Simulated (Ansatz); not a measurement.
# HF/STO-3G run of SiHF (SMILES F[SiH])

Aim: the electronic atomisation energy of SiHF at HF/STO-3G, from 4 runs. 

The calculation is run with Ansatz 0.2.0.

58 further runs of the same task are left out: 58 set aside as unsound or not needed.

## 1. The structure to begin with

The species is SiHF (3 atoms), meant as a singlet with charge 0. As SMILES, `F[SiH]`. The shape is that of a PBE0-D4/def2-TZVP optimisation.

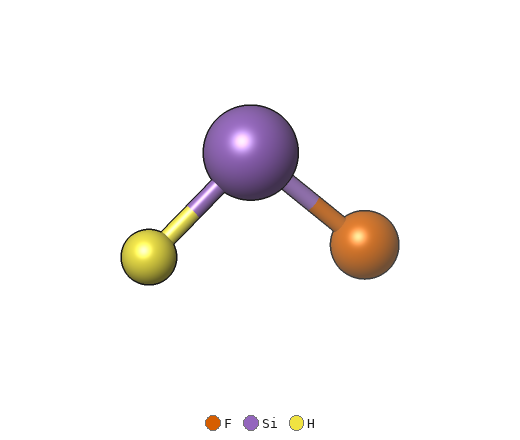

The structure, seen from a chosen angle (fluorine orange, silicon purple, hydrogen yellow).

## 2. The energy at HF/STO-3G

input.yaml reads:

```yaml
crystal:
  periodic: [false, false, false]
  atoms:
    - {symbol: F, position_ang: [-1.090200, 0.024400, -0.602300]}
    - {symbol: Si, position_ang: [0.186800, 0.629400, 0.173800]}
    - {symbol: H, position_ang: [0.892400, -0.718600, 0.415300]}
basis:
  gaussian:
    orbitals: STO-3G
hamiltonian:
  xc: hf
accuracy: high
output: {orbitals: {seedname: orbitals}}
```

Launch:

```sh
ansatz run input.yaml --threads 1 --pin off --max-ram 3480MiB --events-out events.jsonl --progress --plain --runs-dir runs
```

Log:

```text
Warning: RAYON_NUM_THREADS=1 ignored (pool sized by the plan → 1); use --threads N
Functional definition: HF
  name "HF"
  exchange = exact_x
  correlation = 0
246 factors; integrals over basis functions are off by at most 2.7e-8 eV
mean field evaluation 1: about -10452.3530 eV, gradient 1.6e1 eV
mean field evaluation 2: about -10452.3885 eV, gradient 1.6e1 eV
mean field evaluation 4: about -10453.7508 eV, gradient 8.4e-1 eV
mean field evaluation 8: about -10453.7557 eV, gradient 2.2e-2 eV
mean field -10453.75566608 eV, -384.1684349183 hartree, gradient 5.5e-8 eV, S^2 0.000000; 0 other end points of the search recorded, 0 dependent functions left out
reference -10453.75566608 eV, -384.1684349183 hartree; 12, 12 occupied and 3, 3 virtual orbitals, 246 factors
Total energy: -10453.75566608 eV, -384.1684349183 hartree
```

Run time: 0.08 s. Hardware: 1 thread of Arm Neoverse V1, shared host.

## 3. The F atom at the same level

run.yaml reads:

```yaml
crystal:
  periodic: [false, false, false]
  atoms:
    - symbol: F
      position_ang: [0.000000, 0.000000, 0.000000]
basis:
  gaussian: {orbitals: STO-3G}
magnetization: {spin_polarized: true, initial_magnetization: 1}
hamiltonian: {xc: hf}
accuracy: high
```

Run the same way, it converges to -97.98651 Eh (log not shown).

## 4. The H atom, same level

run.yaml reads:

```yaml
basis:
  gaussian: {orbitals: STO-3G}
crystal:
  periodic: [false, false, false]
  atoms:
    - {symbol: H, position_ang: [0.000000, 0.000000, 0.000000]}
magnetization: {spin_polarized: true, initial_magnetization: 1}
hamiltonian: {xc: hf}
accuracy: high
```

Run the same way, it converges to -0.46658 Eh (log not shown).

## 5. The Si atom, same level

molecule.yaml reads:

```yaml
crystal:
  periodic: [false, false, false]
  atoms:
    - symbol: Si
      position_ang: [0.000000, 0.000000, 0.000000]
basis:
  gaussian: {orbitals: STO-3G}
magnetization: {spin_polarized: true, initial_magnetization: 2}
hamiltonian: {xc: hf}
accuracy: high
```

Launch:

```sh
ansatz run molecule.yaml --threads 1 --pin off --max-ram 3480MiB --events-out events.jsonl --progress --plain --runs-dir runs
```

Log:

```text
Warning: RAYON_NUM_THREADS=1 ignored (pool sized by the plan → 1); use --threads N
[... 4 set-up lines as earlier in the session ...]
42 factors; integrals over basis functions are off by at most 2.5e-9 eV
mean field evaluation 1: about -7767.9286 eV, gradient 9.3e-1 eV
mean field evaluation 2: about -7767.9294 eV, gradient 9.3e-1 eV
mean field evaluation 4: about -7767.9315 eV, gradient 4.9e-6 eV
mean field evaluation 8: about -7767.9314 eV, gradient 2.1e-1 eV
mean field -7767.93148641 eV, -285.4662168327 hartree, gradient 2.1e-9 eV, S^2 2.000003; 0 other end points of the search recorded, 0 dependent functions left out
reference -7767.93148641 eV, -285.4662168327 hartree; 8, 6 occupied and 1, 3 virtual orbitals, 42 factors
Total energy: -7767.93148641 eV, -285.4662168327 hartree
```

Run time: 0.04 s. Hardware: 1 thread of Arm Neoverse V1, shared host.

## 6. Outcome

Level: HF/STO-3G.

```
                     quantity          value
       molecule: total energy  -384.16843 Eh
        molecule: HOMO energy       -6.28 eV
        molecule: LUMO energy        6.34 eV
      molecule: HOMO–LUMO gap       12.63 eV
         F atom: total energy   -97.98651 Eh
                 F atom: ⟨S²⟩          0.750
         H atom: total energy    -0.46658 Eh
                 H atom: ⟨S²⟩          0.750
        Si atom: total energy  -285.46622 Eh
                Si atom: ⟨S²⟩          2.000
electronic atomisation energy       6.779 eV
```

In words: Taking the molecule apart into free atoms costs 6.78 eV (654 kJ/mol), before zero-point energy and without spin-orbit coupling. Hartree–Fock lacks the correlation of the bonding pairs, which as a rule makes this value much too low; in minimal bases other errors can mask that. In a minimal basis such a difference can be off by several eV, whatever the method.
